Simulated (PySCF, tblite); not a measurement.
**C4H11NSi3: geometry, infrared bands and NMR shifts**

Aim: predict the infrared bands and NMR shifts of C4H11NSi3 (`C#CC[C@@H]1[SiH2][SiH2][Si@H]1N`).

The runs use tblite 0.8.0 and PySCF 2.14.0, with density-fitted response routines of our own; the level of theory stands in each step. All values are computed, except where a source is named. Atoms are numbered from 0 throughout.

### Step 1. Starting geometry

19 atoms, charge 0, multiplicity 1; geometry from: force field or distance geometry start.

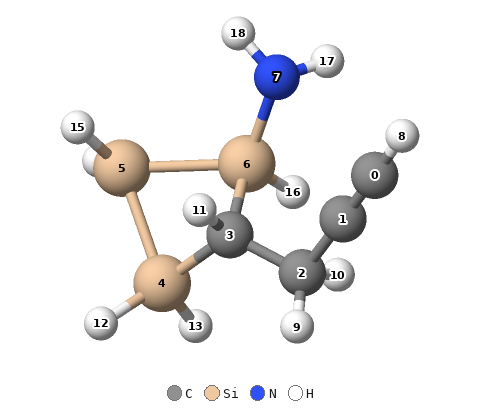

As it starts; carbon grey, silicon light orange, nitrogen blue, hydrogen white, atoms numbered.

### Step 2. Optimising the geometry with GFN2-xTB

What the job is given:

```
{"job": {"kind": "relax", "xc": "GFN2-xTB", "basis": "xTB"}, "charge": 0, "multiplicity": 1}
C      1.683600     2.374100     1.693500
C      1.723800     1.529500     0.833400
C      1.786000     0.463200    -0.191800
C      0.659800    -0.459300     0.118900
Si     0.380800    -1.936000    -0.935800
Si    -1.785000    -1.808000    -0.348800
Si    -0.949700     0.258300    -0.515500
N     -1.606700     1.376600     0.693500
H      1.617100     3.119700     2.443000
H      2.766400     0.023700    -0.199200
H      1.517900     0.992500    -1.157400
H      0.604300    -0.746000     1.195000
H      0.956000    -3.182600    -0.432600
H      0.572600    -1.729900    -2.388700
H     -2.739400    -2.176300    -1.364100
H     -2.063200    -2.206500     1.046700
H     -0.869700     0.774100    -1.875800
H     -1.767400     2.291000     0.260600
H     -2.497100     1.051000     1.117600
```

Started as:

```bash
$ OMP_NUM_THREADS=1 python probes_run.py task.json out
```

One launch serves the whole session: the jobs run in the order shown.

**Question.** This job is followed by: GFN2-xTB harmonic vibrations, gas phase; GIAO PBE0/pcSseg-1 NMR shielding, non-relativistic, gas phase. Predict these results of the whole session: strongest single infrared mode (GFN2-xTB); zero-point energy (GFN2-xTB); 13C shifts against TMS (PBE0/pcSseg-1); 1H shifts against TMS (PBE0/pcSseg-1, means over atoms taken as alike); 29Si shifts against TMS (PBE0/pcSseg-1); 15N shifts against NH3 (PBE0/pcSseg-1); surface potential, least and greatest.

**Answer**, as computed:

```
                                                              quantity                                                           value
                             strongest single infrared mode (GFN2-xTB)                                           2176 cm⁻¹, 598 km/mol
                                          zero-point energy (GFN2-xTB)                                                   81.0 kcal/mol
                                13C shifts against TMS (PBE0/pcSseg-1)                                      92.0, 73.4, 33.9, 21.9 ppm
1H shifts against TMS (PBE0/pcSseg-1, means over atoms taken as alike)  5.41, 4.34, 4.20, 4.19, 3.81, 2.62, 2.30, 1.49, 1.39, 0.70 ppm
                               29Si shifts against TMS (PBE0/pcSseg-1)                                          -5.7, -71.4, -93.8 ppm
                                15N shifts against NH3 (PBE0/pcSseg-1)                                                        26.4 ppm
                                 surface potential, least and greatest                                              -1.14 V and 1.48 V
```

**Reading.** Relaxing lowered the energy by 1.392 eV in 129 steps; the close pair that moved most is C3–Si4, from 1.836 to 1.943 Å. No mode is imaginary among the 51: a minimum at this level. The strongest single mode, at 2176 cm⁻¹, moves mainly H14 and H13. GFN2-xTB is a fitted tight-binding method: band positions and strengths are rough. Its intensities can rank the bands wrongly. At PBE0/pcSseg-1: Shielding is most anisotropic at C1 (span 308 ppm, paramagnetic term -167 ppm). At PBE0/pcSseg-1, counted by nearest atom on the grid, the HOMO lies on N7 36 %; C3 21 %, the LUMO on Si5 18 %; Si6 14 %.
